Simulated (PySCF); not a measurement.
# One shape, several levels: C2H3FO (SMILES CC(=O)F)

We compute a comparison of 4 runs (BLYP/aug-cc-pVDZ, PBE/aug-cc-pVDZ, SVWN5/aug-cc-pVDZ, CCSD(T)/aug-cc-pVDZ) of C2H3FO. 

The calculation is run with PySCF 2.14.0.

2 further runs of the same task are left out: 2 set aside as unsound or not needed.

## Step 1: The system as given

The species is C2H3FO (7 atoms), meant as a singlet with charge 0. As SMILES, `CC(=O)F`. The C1–H6 distance was set to 1.419 Å, away from the relaxed value.

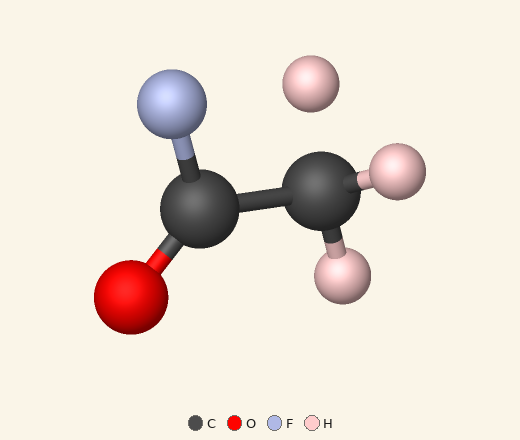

Viewed from a chosen angle; carbon dark grey, oxygen red, fluorine light blue, hydrogen pink.

## Step 2: A single-point energy at BLYP/aug-cc-pVDZ (run 1)

File job.py:

```python
from pyscf import gto, dft

system = gto.M(
    atom=[
    ('C', (0.276708, 0.254507, 0.523683)),
    ('C', (-0.903492, 0.205107, -0.380537)),
    ('O', (-2.044012, 0.073767, -0.111727)),
    ('F', (-0.519292, 0.337087, -1.669357)),
    ('H', (-0.043282, 0.147557, 1.556703)),
    ('H', (1.180650, -0.783140, 0.176830)),
    ('H', (0.801108, 1.201867, 0.384653)),
],
    max_memory=1860,
    verbose=4,
    spin=0,
    basis='aug-cc-pvdz',
)

ks = dft.RKS(system, xc='blyp')
ks.grids.level = 5
ks.conv_tol = 1e-10
ks.kernel()
if not ks.converged:
    ks = ks.newton().run(ks.mo_coeff, ks.mo_occ)

energy = ks.e_tot
print('E(%s) = %.9f' % ('BLYP', energy))
```

Command:

```
$ OMP_NUM_THREADS=1 python job.py
```

The log of the run:

```text
PySCF version 2.14.0

[... 81 lines left out ...]
converged SCF energy = -253.044718347697
E(BLYP) = -253.044718348
```

It took 22 s on 1 thread of Arm Neoverse V2, shared host; peak memory 0.65 GiB.

## Step 3: The energy at PBE/aug-cc-pVDZ (run 2)

File job.py:

```python
from pyscf import gto, dft

molecule = gto.M(
    atom='''
C      0.276708     0.254507     0.523683
C     -0.903492     0.205107    -0.380537
O     -2.044012     0.073767    -0.111727
F     -0.519292     0.337087    -1.669357
H     -0.043282     0.147557     1.556703
H      1.180650    -0.783140     0.176830
H      0.801108     1.201867     0.384653
''',
    verbose=3,
    basis='aug-cc-pvdz',
    max_memory=1860,
    charge=0,
)

mf = dft.RKS(molecule)
mf.xc = 'pbe'
mf.grids.level = 5
mf.conv_tol = 1e-10
mf.kernel()
if not mf.converged:
    mf = mf.newton().run(mf.mo_coeff, mf.mo_occ)

energy = mf.e_tot
print('E = %.10f Eh' % energy)
```

Command:

```
$ OMP_NUM_THREADS=1 python job.py
```

The log of the run:

```text
converged SCF energy = -252.826799114035
E = -252.8267991140 Eh
```

It took 23 s on 1 thread of Arm Neoverse V2, shared host; peak memory 0.65 GiB.

Run 3 isn't shown in full; the table further down has it.

## Step 4: A single-point energy at CCSD(T)/aug-cc-pVDZ (run 4)

File input.py:

```python
from pyscf import gto, cc

mol = gto.Mole()
mol.atom = [
    ('C', (0.276708, 0.254507, 0.523683)),
    ('C', (-0.903492, 0.205107, -0.380537)),
    ('O', (-2.044012, 0.073767, -0.111727)),
    ('F', (-0.519292, 0.337087, -1.669357)),
    ('H', (-0.043282, 0.147557, 1.556703)),
    ('H', (1.180650, -0.783140, 0.176830)),
    ('H', (0.801108, 1.201867, 0.384653)),
]
mol.verbose = 3
mol.basis = 'aug-cc-pvdz'
mol.spin = 0
mol.max_memory = 1860
mol.build()

myscf = mol.RHF()
myscf.conv_tol = 1e-10
myscf.kernel()
if not myscf.converged:
    myscf = myscf.newton().run(myscf.mo_coeff, myscf.mo_occ)

mycc = cc.CCSD(myscf, frozen=4)
mycc.kernel()
e_t = mycc.ccsd_t()
etot = mycc.e_tot + e_t
print('E = %.10f Eh' % etot)
```

Command:

```
$ OMP_NUM_THREADS=1 python input.py
```

The log of the run:

```text
converged SCF energy = -251.791566449921
E(CCSD) = -252.4926777152208  E_corr = -0.7011112652993834
CCSD(T) correction = -0.0240965953031843
E = -252.5167743105 Eh
```

It took 2.1 min on 1 thread of Arm Neoverse V2, shared host; peak memory 1.7 GiB.

## Step 5: Overview of the runs

| run | level | integration grid | frozen core orbitals | energy (Eh) | dipole moment (D) of the reference | HOMO energy (eV) | LUMO energy (eV) | wall time |
| --- | --- | --- | --- | --- | --- | --- | --- | --- |
| 1 | BLYP/aug-cc-pVDZ | 5 | – | -253.044718 | 2.81 | -7.27 | -2.07 | 22 s |
| 2 | PBE/aug-cc-pVDZ | 5 | – | -252.826799 | 2.80 | -7.34 | -2.12 | 23 s |
| 3 | SVWN5/aug-cc-pVDZ | 5 | – | -251.206143 | 2.93 | -7.51 | -2.30 | 16 s |
| 4 | CCSD(T)/aug-cc-pVDZ | – | 4 | -252.516774 | 3.22 | -13.24 | 0.79 | 2.1 min |

## Step 6: Summary of results

```
                                          quantity          value
                               run 4: total energy  -252.51677 Eh
       run 4: dipole moment (Hartree–Fock density)         3.22 D
        run 4: HOMO energy (Hartree–Fock orbitals)      -13.24 eV
        run 4: LUMO energy (Hartree–Fock orbitals)        0.79 eV
      run 4: HOMO–LUMO gap (Hartree–Fock orbitals)       14.03 eV
run 4: correlation energy (4 core orbitals frozen)     -725.2 mEh
                             run 4: (T) correction     -24.10 mEh
                              run 4: T1 diagnostic          0.015
```

**Reading.** Over runs 1, 2, 3 the dipole moment (its size) runs from 2.80 D (PBE/aug-cc-pVDZ) to 2.93 D (SVWN5/aug-cc-pVDZ). Over runs 1, 2, 3 the HOMO–LUMO gap runs from 5.21 eV (SVWN5/aug-cc-pVDZ) to 5.23 eV (PBE/aug-cc-pVDZ). Totals of different functionals can't be ranked against each other. All runs together took 3.1 min, the longest 2.1 min.
